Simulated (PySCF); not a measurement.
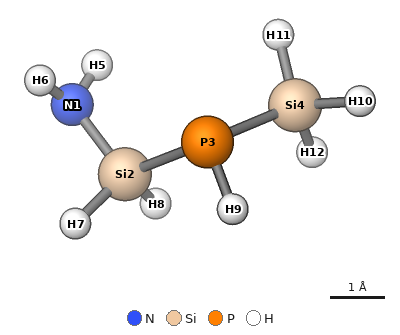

Starting structure of Si2PNH8. Style: ball-and-stick. Shown at a tilt.

The start comes from GFN2-xTB. Its atoms were then displaced at random by about 0.01 Å.

All numbers below come from PySCF, PBE0-D3(BJ)/def2-SVP geometry optimisation, gas phase.

```xyz
12

N     2.2163    0.4429    0.7137
Si    1.1931   -0.7497   -0.0047
P    -0.5037    0.1140   -1.2364
Si   -2.0236    0.4783    0.2991
H     1.7953    1.0453    1.4185
H     2.7486    1.0440    0.0900
H     2.0633   -1.4926   -0.9237
H     0.7401   -1.5539    1.1144
H    -0.9784   -1.0974   -1.6237
H    -3.3166    0.6935   -0.4008
H    -1.6721    1.6745    1.0497
H    -2.2225   -0.6272    1.2595
```

Question: What does the optimiser find from here?

Answer: The energy falls by 0.185 eV in 9 geometry steps. The largest move after the best rigid fit is that of H11, 0.39 Å. By element the largest moves are H 0.39 Å, N 0.23 Å, P 0.23 Å, Si 0.11 Å. Near-neighbour distances that change, for instance: P3–H9 1.358 → 1.431 Å, P3–Si4 2.191 → 2.256 Å, Si2–H8 1.451 → 1.495 Å, Si4–H11 1.455 → 1.497 Å. Among the angles between lasting bonds that change: Si2–P3–Si4 101.6° → 95.3°, N1–Si2–H7 105.0° → 109.5°, H5–N1–H6 106.9° → 110.9°. The run took 70 s on 1 thread of Arm Neoverse N1, on a shared host.

Final geometry:

```xyz
12

N     2.0246    0.5673    0.7150
Si    1.1894   -0.7412   -0.0399
P    -0.5034   -0.0435   -1.3993
Si   -1.9153    0.4846    0.2795
H     1.6266    1.0032    1.5390
H     2.5233    1.2462    0.1509
H     2.1339   -1.4943   -0.9186
H     0.6821   -1.6270    1.0525
H    -1.0478   -1.3465   -1.6319
H    -3.2246    0.9540   -0.2649
H    -1.2854    1.6101    1.0394
H    -2.1637   -0.6412    1.2342
```

The end point in the same view:

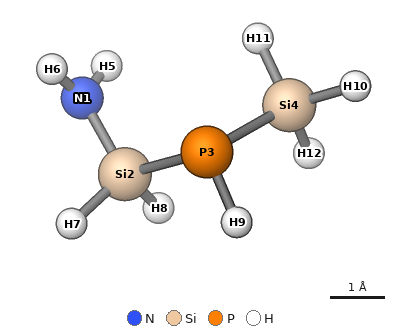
